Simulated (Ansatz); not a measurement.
Consider ClH3O3Zr.

```xyz
8

Zr   -0.2242   -0.2528   -0.0301
O    -0.3576   -0.2139    1.8816
H    -0.4180   -0.1780    2.8185
O     1.6183   -0.2828   -0.5580
H     2.5243   -0.2848   -0.8071
O    -1.0975    1.2810   -0.7775
H    -1.5193    2.0420   -1.1321
Cl   -1.3098   -2.2529   -0.8538
```

Core potentials replace the inner electrons of Zr.

Method: RHF/def2-SVP (Ansatz).

**What can the converged electron density and electron localisation function tell about the bonding?**

Zr–O (1.92 Å): ρ at the midpoint is about 0.87 e/Å³; the ELF peaks at about 0.80 in the valence shell of O, 0.6 Å from its nucleus, and drops to about 0.20 between the two atoms.
O–H (0.94 Å): ρ at the midpoint is about 3.8 e/Å³; the ELF climbs to about 1 towards the hydrogen, as it does in any bond to H; an ordinary covalent bond to hydrogen.

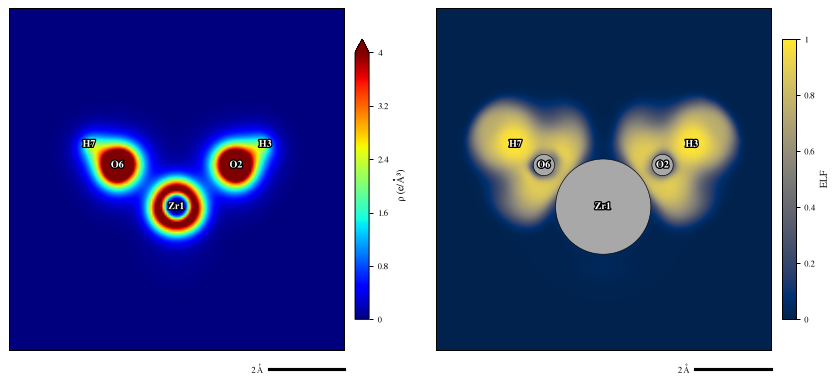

Computed electron density and electron localisation function on the plane of atoms O2, Zr1 and O6, in this order. Grey discs cover the atomic cores in the ELF map. 
